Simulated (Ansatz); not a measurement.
Density of states of La5CuBi3 (P6_3/mcm, 18 atoms in the cell).

```
La5CuBi3
1.0
    9.82389     0.00000     0.00000
   -4.91195     8.50774     0.00000
    0.00000     0.00000     6.71671
La Cu Bi
10 2 6
Direct
  0.33333   0.66667   0.50000
  0.66667   0.33333   0.50000
  0.66667   0.33333   0.00000
  0.33333   0.66667   0.00000
  0.74064   0.00000   0.25000
  0.25936   0.00000   0.75000
  0.74064   0.74064   0.75000
  0.25936   0.25936   0.25000
  0.00000   0.74064   0.25000
  0.00000   0.25936   0.75000
  0.00000   0.00000   0.50000
  0.00000   0.00000   0.00000
  0.38454   0.00000   0.25000
  0.61546   0.00000   0.75000
  0.38454   0.38454   0.75000
  0.61546   0.61546   0.25000
  0.00000   0.38454   0.25000
  0.00000   0.61546   0.75000
```

Computed with PBEsol, default PAW files made with PBE (plane waves; Ansatz, an electronic-structure program).

SCF settings: basis.ecutwfc = 420 eV; kpoints.mp_grid.grid = 4 4 5; hamiltonian.xc = pbesol; hamiltonian.pseudopotentials = {kind: paw} (the program's default PAW files); scf.occupations.method = fermi_dirac; scf.occupations.width = 0.136 eV. Keys of the DOS step: output.dos.nscf_kmesh.grid = 8 8 10.

The starting cell comes from a database of computed structures (which also holds hypothetical and non-ambient phases and stackings), without a prior relaxation at this level. Spin-orbit coupling is off. Spin polarisation is off.

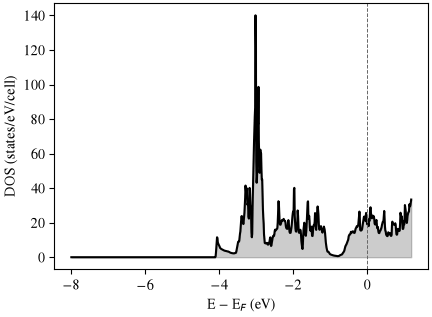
Fig. 1. Total density of states, both spins summed.

Total DOS (both spins), as means of the tabulated values in each energy bin; the zero is the program's Fermi level or highest filled level, and the curve is cut to this window:

| E (eV) | states/eV/cell |
|---|---|
| -7.88 | 0.00 |
| -7.62 | 0.00 |
| -7.38 | 0.00 |
| -7.12 | 0.00 |
| -6.88 | 0.00 |
| -6.62 | 0.00 |
| -6.38 | 0.00 |
| -6.12 | 0.00 |
| -5.88 | 0.00 |
| -5.62 | 0.00 |
| -5.38 | 0.00 |
| -5.12 | 0.00 |
| -4.88 | 0.00 |
| -4.62 | 0.00 |
| -4.38 | 0.00 |
| -4.12 | 2.80 |
| -3.88 | 4.27 |
| -3.62 | 2.95 |
| -3.38 | 21.6 |
| -3.12 | 46.3 |
| -2.88 | 46.0 |
| -2.62 | 9.31 |
| -2.38 | 20.4 |
| -2.12 | 18.6 |
| -1.88 | 18.9 |
| -1.62 | 18.2 |
| -1.38 | 19.4 |
| -1.12 | 10.1 |
| -0.88 | 0.99 |
| -0.62 | 4.49 |
| -0.38 | 14.9 |
| -0.12 | 20.3 |
| 0.12 | 22.1 |
| 0.38 | 18.1 |
| 0.62 | 15.1 |
| 0.88 | 18.2 |

Around zero the curve holds about 22 states/eV/cell.

Keys are those of Ansatz 0.2.
